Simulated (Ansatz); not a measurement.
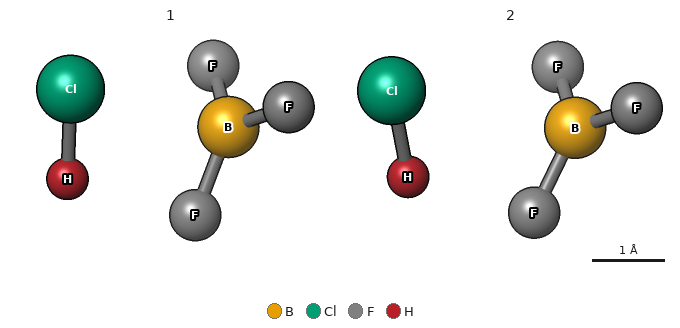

Two geometries of BHClF$_{3}$, drawn at one scale. One is the start of a relaxation, the other its converged end. A ball-and-stick model, seen at a tilt.

Level of theory: RKS LDA/def2-SVP (Ansatz 0.2.0). Set-up: no spin polarisation; force threshold 0.03 eV/Å; at most 50 steps.

**Which of the two is the end point?**

Structure 1 is the relaxed one. The run prepares an end point of a later path (reaction) calculation, from a guessed geometry. After 6 accepted moves (7 points after the start) the energy has fallen by 1.40 kcal/mol. The largest force component goes from 0.9 to 0.0056 eV/Å. The line search rejected the trial step at point 2 of the run. The Cl atom moves most after the best rigid fit: 0.30 Å. Largest moves by element: Cl 0.30 Å, F 0.13 Å, B 0.11 Å, H 0.05 Å. Some distances before and after: B–Cl 3.054 → 2.656 Å, Cl–H 1.339 → 1.304 Å, B–F 1.306 → 1.310 Å, B–F 1.321 → 1.326 Å.
